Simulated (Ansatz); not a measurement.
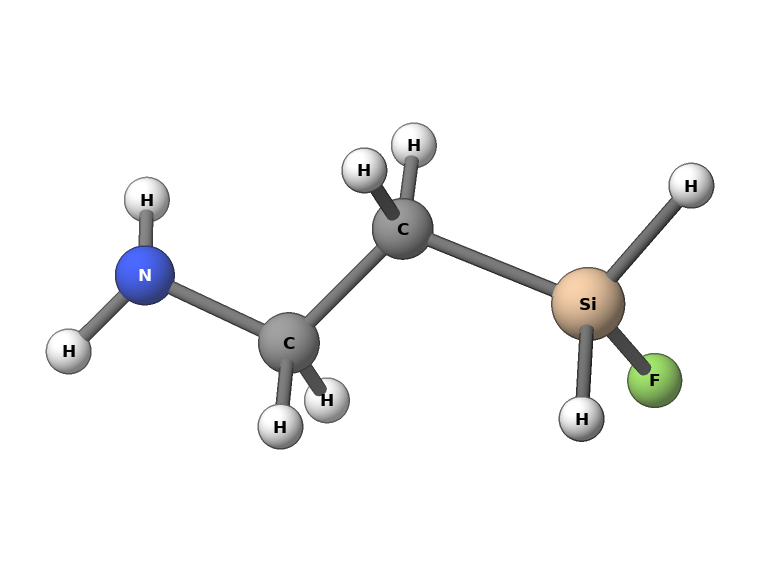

Every bond is drawn as one stick, whatever its order.

Give the formula.

Answer. C2H8FNSi, 13 atoms: 2 carbon, 8 hydrogen, 1 fluorine, 1 nitrogen and 1 silicon.

Give the symmetry (Schoenflies symbol).

Answer. C1.

More results for the same structure follow; atom numbers are the same in all pictures, views and colours differ. The computed structure is the end point of a PBE0-D4/def2-TZVP optimisation.

### Levels of theory compared

Program: Ansatz 0.2.0.

Tabulate HOMO energy (eV) at these levels: CAM-B3LYP-D4/def2-TZVPP; PBE0-D4/def2-TZVPP; r2SCANh-D4/def2-TZVPP; revPBE-D4/def2-TZVPP; ωB97M-V/def2-QZVPP; ωB97M-V/def2-TZVPP.

```csv
level,HOMO energy (eV)
CAM-B3LYP-D4/def2-TZVPP,−8.51
PBE0-D4/def2-TZVPP,−7.04
r2SCANh-D4/def2-TZVPP,−6.41
revPBE-D4/def2-TZVPP,−5.49
ωB97M-V/def2-QZVPP,−9.52
ωB97M-V/def2-TZVPP,−9.47
```

### Dipole moment

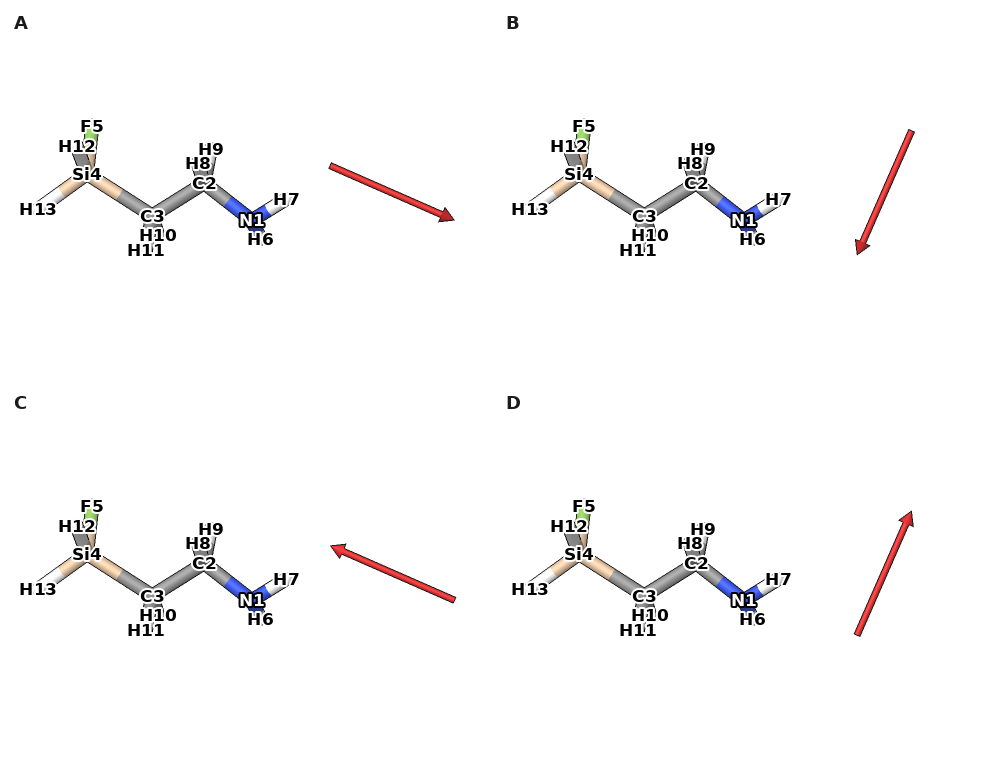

The same molecule four times, each with an arrow. Method: RKS ωB97M-V/def2-TZVPP (Ansatz 0.2.0).

Which arrow points along the dipole moment, from the negative to the positive end?

Answer. A. The dipole moment is 1.21 D; it points from the side of H13 to the side of H7 (the outermost atoms at the two ends).

### Charges

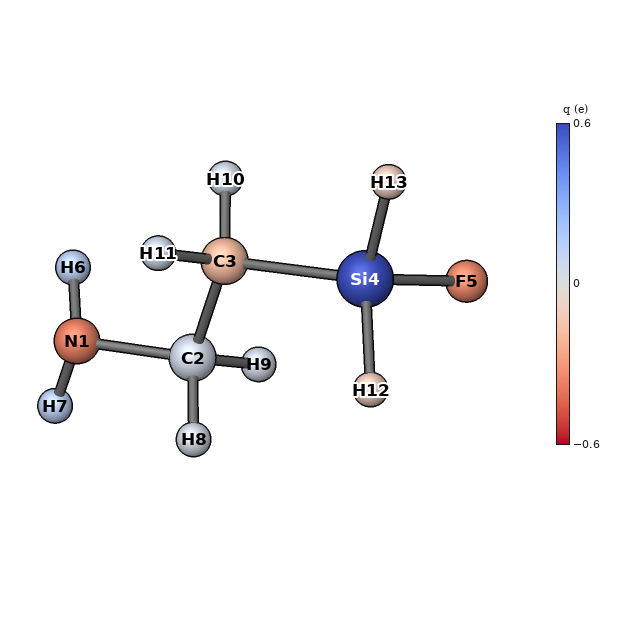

Atoms are coloured by their Mulliken charges. Method: RKS r2SCAN-D4/def2-TZVPP (Ansatz 0.2.0).

Which atom carries the highest charge (most positive or least negative)?

Answer. Si4 (0.59 e).

And the lowest?

Answer. N1 (−0.36 e).

Give the Mulliken charges atom by atom.

```tsv
atom	value (e)
N1	−0.36
C2	0.05
C3	−0.18
Si4	0.59
F5	−0.34
H6	0.13
H7	0.13
H8	0.04
H9	0.05
H10	0.04
H11	0.06
H12	−0.10
H13	−0.10
```

Mulliken values depend strongly on the basis set and can even reverse the polarity of a bond.
